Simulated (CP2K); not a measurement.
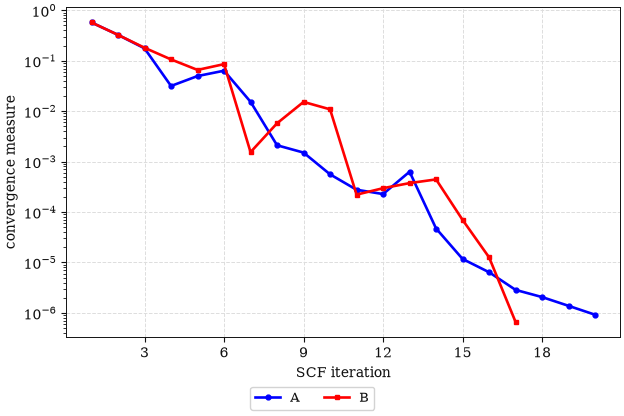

Two SCF runs that differ in one setting.
System: ClHSb, multiplicity 2.
Method: UHF PM3 (CP2K 2026.2).

A: eps_diis set to 1.0 (from 0.1)
B: usual settings

> How did each SCF end?

Run B converged in 17 iterations. Run A converged in 20 iterations. CP2K mixes the density linearly, with weight alpha, until the error falls below EPS_DIIS, and only then turns to DIIS. That happens at step 6 with the usual settings and at step 3 in the changed run. Both end at the same energy within 1 meV.
